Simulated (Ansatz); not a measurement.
# AlCl3 (aluminium trichloride (monomer)): B2PLYP/6-311+G(d,p)

Aim: the vertical singlet–triplet gap of AlCl3 (aluminium trichloride (monomer)) at B2PLYP/6-311+G**, from 2 runs. 

The results are computed with Ansatz 0.2.0.

36 further runs of the same task are left out: 36 set aside as unsound or not needed.

**1. The structure to begin with**

The species is AlCl3 (4 atoms), meant as a singlet with charge 0. As SMILES, `Cl[Al](Cl)Cl`. The coordinates come from a PBE0-D4/def2-TZVP relaxation.

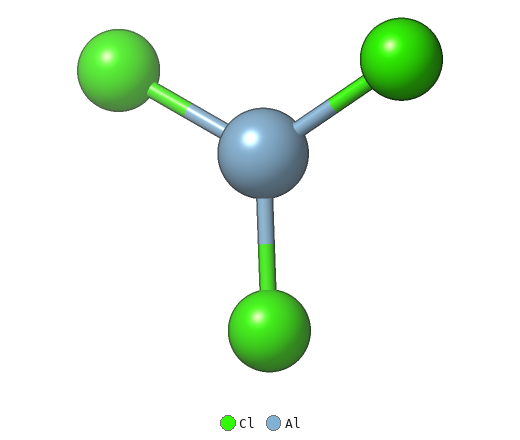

The structure, seen from a chosen angle (chlorine green, aluminium light blue).

**2. The energy at B2PLYP/6-311+G(d,p)**

Input file in.yaml:

```yaml
crystal:
  periodic: [false, false, false]
  atoms:
    - {symbol: Cl, position_ang: [-1.135050, -0.108440, 1.726210]}
    - {symbol: Al, position_ang: [0.000010, 0.000000, -0.000020]}
    - {symbol: Cl, position_ang: [1.741960, -1.104030, -0.163630]}
    - {symbol: Cl, position_ang: [-0.606920, 1.212480, -1.562570]}
basis:
  gaussian:
    orbitals: 6-311+G_st__st_-spherical.json
hamiltonian:
  xc: {name: B2PLYP}
correlation:
  frozen_orbitals: {Al: 5, Cl: 5}
accuracy: high
output:
  orbitals: {seedname: orbitals}
```

The basis set 6-311+G** is read from a file made from the Basis Set Exchange's data (not shown).

Launch:

```console
$ ansatz run in.yaml --threads 1 --pin off --max-ram 3480MiB --events-out events.jsonl --progress --plain --runs-dir runs
```

The log of the run:

```text
Warning: RAYON_NUM_THREADS=1 ignored (pool sized by the plan → 1); use --threads N
Functional definition: B2PLYP
  name "B2PLYP"
  parameter a = 0.53
  parameter c = 0.27
  exchange = (1 - a)*b88_x + a*exact_x
  correlation = (1 - c)*lyp_c + c*(mp2_os + mp2_ss)
1868 factors; integrals over basis functions are off by at most 2.4e-8 eV
mean field evaluation 1: about -44151.3435 eV, gradient 2.0e1 eV
mean field evaluation 2: about -44151.3563 eV, gradient 2.0e1 eV
mean field evaluation 4: about -44152.3861 eV, gradient 1.1e0 eV
mean field evaluation 8: about -44152.3918 eV, gradient 5.6e-3 eV
mean field evaluation 16: about -44152.3918 eV, gradient 2.3e-6 eV
mean field -44152.39177570 eV, -1622.5704701909 hartree, gradient 1.4e-8 eV, S^2 0.000000; 0 other end points of the search recorded, 0 dependent functions left out
20 core orbitals not correlated: weight in the atoms' cores, before any rotation towards them, 1.000 or more for the frozen orbitals, at most 0.000 for the correlated occupied ones
reference -44152.39179917 eV, -1622.5704710535 hartree; 12, 12 occupied and 88, 88 virtual orbitals, 1868 factors
second order -15.24988585 eV of doubles, -0.00000000 eV of singles
Total energy: -44156.50926835 eV, -1622.7217852549 hartree
```

Wall time 22 s (1 thread of Arm Neoverse V2, shared host); peak memory 0.39 GiB.

**3. The triplet**

Input file job.yaml:

```yaml
crystal:
  periodic: [false, false, false]
  atoms:
    - {symbol: Cl, position_ang: [-1.135050, -0.108440, 1.726210]}
    - {symbol: Al, position_ang: [0.000010, 0.000000, -0.000020]}
    - {symbol: Cl, position_ang: [1.741960, -1.104030, -0.163630]}
    - {symbol: Cl, position_ang: [-0.606920, 1.212480, -1.562570]}
basis:
  gaussian: {orbitals: 6-311+G_st__st_-spherical.json}
output: {orbitals: {seedname: orbitals}}
total_charge: 0
hamiltonian: {xc: {name: B2PLYP}}
magnetization: {spin_polarized: true, initial_magnetization: 2}
correlation: {frozen_orbitals: {Al: 5, Cl: 5}}
accuracy: high
```

The basis set 6-311+G** is read from a file made from the Basis Set Exchange's data (not shown).

Launch:

```console
$ ansatz run job.yaml --threads 1 --pin off --max-ram 3480MiB --events-out events.jsonl --progress --plain --runs-dir runs
```

The log of the run, cut to the lines that bear on the results:

```text
Warning: RAYON_NUM_THREADS=1 ignored (pool sized by the plan → 1); use --threads N
Functional definition: B2PLYP
  name "B2PLYP"
[...]
1868 factors; integrals over basis functions are off by at most 2.4e-8 eV
[...]
mean field -44145.57367340 eV, -1622.3199095530 hartree, gradient 6.8e-8 eV, S^2 2.014491; 6 other end points of the search recorded, 0 dependent functions left out
20 core orbitals not correlated: weight in the atoms' cores, before any rotation towards them, 1.000 or more for the frozen orbitals, at most 0.000 for the correlated occupied ones
reference -44145.57369334 eV, -1622.3199102856 hartree; 13, 11 occupied and 87, 89 virtual orbitals, 1868 factors
second order -16.49952809 eV of doubles, -0.00000000 eV of singles
Total energy: -44150.02856592 eV, -1622.4836238334 hartree
```

Wall time 2 min (1 thread of Arm Neoverse V2, shared host); peak memory 0.62 GiB.

**4. Outcome**

Level: B2PLYP/6-311+G**, 20 core orbitals frozen.

| quantity | value |
| --- | --- |
| singlet: total energy | -1622.72179 Eh |
| singlet: HOMO energy (SCF part's orbitals) | -10.66 eV |
| singlet: LUMO energy (SCF part's orbitals) | -0.69 eV |
| singlet: HOMO–LUMO gap (SCF part's orbitals) | 9.97 eV |
| triplet: total energy | -1622.48362 Eh |
| triplet: HOMO energy (SCF part's orbitals) (highest over α and β) | -3.96 eV |
| triplet: ⟨S²⟩ | 2.014 |
| vertical energy of the triplet above the singlet | 6.481 eV |

What this shows: At this shape the triplet lies 6.48 eV (149 kcal/mol) above the singlet.
